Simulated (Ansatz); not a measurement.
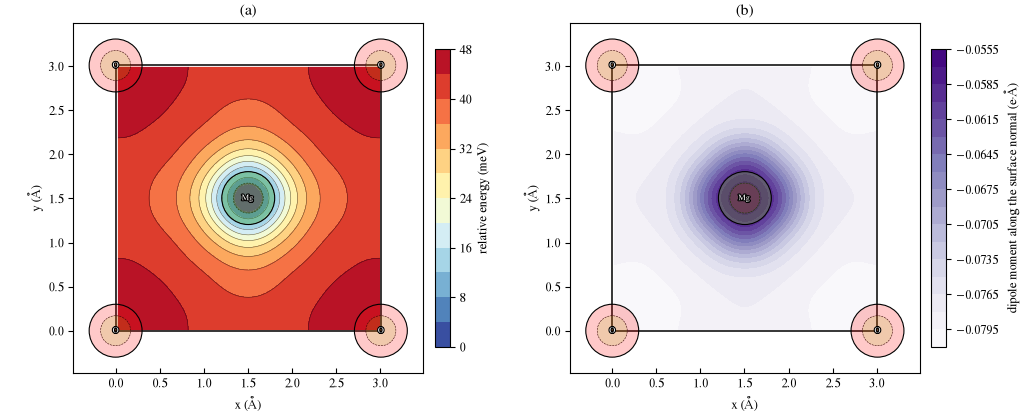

N₂ on a MgO(100) slab cut from the Fm-3m phase, its upper half relaxed before the scan (24 atoms of substrate and one adsorbate in a 2 × 2 cell). N2 is moved over the surface cell; relaxed at each place: the height of the adsorbate's atoms; substrate rigid; the origin of the map has the adsorbate above O21. Places are given modulo a cell vector. The map is drawn in real space over the plane of the surface. The grid has 8 × 8 points; 15 points were computed and 49 follow by symmetry. Places are given in fractions of the 1 × 1 surface cell. Energies are in meV, from the lowest grid point. These are results of Ansatz 0.2.0, DFT PBE, scalar-relativistic, plane waves, PAW, not measurements. Settings: cutoff 420 eV, k-mesh 5×5×1, gaussian smearing 0.05 eV, no spin polarisation.

Panel (a) is the energy; panel (b) is the computed dipole moment along the surface normal, in e·Å.

In the figure: filled contours, labelled circles for the atoms of the top layer and small ones for the second layer, the outline of one cell of the plane. Between grid points the surface is interpolated.

**How does the dipole moment along the surface normal vary over the map, and what is it at the lowest grid point?**

It runs from −0.08 e·Å at the top site over a surface O atom, (0/8, 0/8) of the cell vectors to −0.06 e·Å at the top site over a surface Mg atom, (4/8, 4/8) of the cell vectors. At the lowest grid point, the top site over a surface Mg atom, (4/8, 4/8) of the cell vectors, it is −0.06 e·Å.

PAW datasets: the set soft_1.
